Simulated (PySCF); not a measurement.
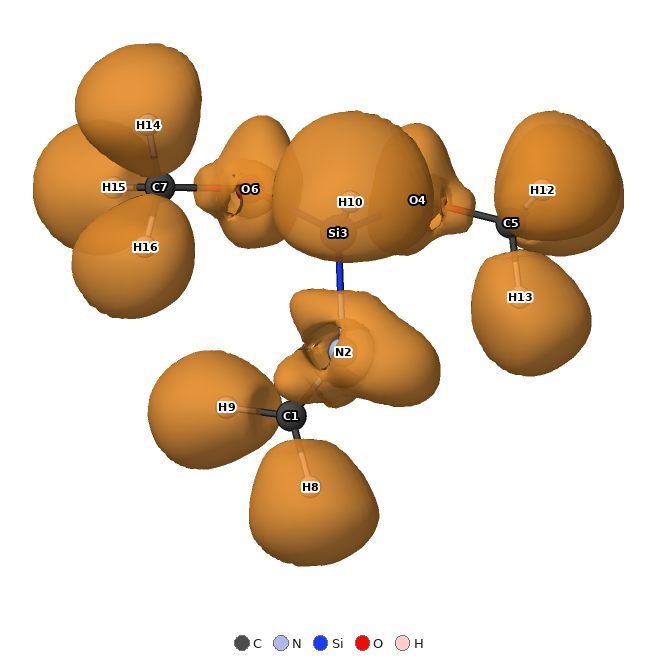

The picture shows: C$_{3}$H$_{9}$NO$_{2}$Si. Isosurface of the electron localisation function at 0.75 (orange), seen across its widest extent. Core shells and regions of very low density are left out.

Geometry: GFN2-xTB.

The calculation used PBE0/pcSseg-1, SCF density, gas phase, non-relativistic (PySCF 2.14.0).

```xyz
16

C    -1.2125   -1.9637    0.6139
N    -0.2856   -1.2163    0.9842
Si    0.2298    0.3759    0.5100
O     1.6362    0.2852   -0.2729
C     2.7726   -0.3768    0.1859
O    -0.6361    1.1584   -0.6130
C    -1.9323    1.6442   -0.4661
H    -1.3165   -2.9491    1.0650
H    -1.9586   -1.7093   -0.1477
H     0.2981    1.0638    1.7970
H     3.5003   -0.3971   -0.6258
H     3.2018    0.1487    1.0421
H     2.5370   -1.3982    0.4897
H    -1.9092    2.6719   -0.0941
H    -2.4165    1.6320   -1.4442
H    -2.5160    1.0394    0.2321
```

Q: Where are the electrons localised?

A: The ELF exceeds this value in nine regions around hydrogen nuclei, one region on N in which the atom's valence shell and bonds are merged and two regions on O in which the atom's valence shell and bonds are merged. Profiles from the grid: C–N (1.25 Å): the ELF peaks at about 0.90 between the atoms: a multiple bond. C–O (1.39 Å): the ELF peaks at about 0.90 between the atoms: a shared but strongly polarised pair.
